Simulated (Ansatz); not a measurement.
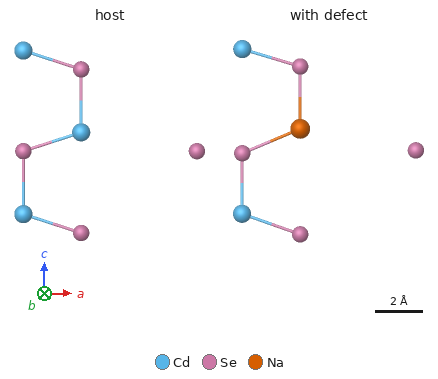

Left: perfect CdSe. Right: the same region with one point defect, after relaxing the atoms in a supercell of 32 sites. A ball-and-stick model of the atoms within 6.0 Å of one point, in a slice 4.2 Å thick across the line of sight, seen along the b axis.

Level of theory: DFT, PBE, plane-wave PAW, default files, scalar-relativistic in Ansatz 0.2.0. Set-up: plane-wave cutoff 420 eV; k-point mesh 3 × 3 × 2; occupations fermi dirac; smearing width 0.01 eV; collinear spin. The axes drawn are those of the host's conventional cell.

What kind of defect was made?

Answer. A cadmium atom is replaced by sodium.

The charge state of the cell is 0.

What does the relaxation do around it?

Answer. In the host the Cd atom has 4 Se at 2.61 to 2.70 Å; the Na atom ends with 4 Se at 2.68 to 2.70 Å. Of the host's atoms, a selenium atom moves furthest from its site, by 0.13 Å. The Na atom itself moves 0.15 Å from where it was put. The cell ends without a net magnetic moment. Relaxing the atoms from the host's sites lowers the energy by 0.27 eV.
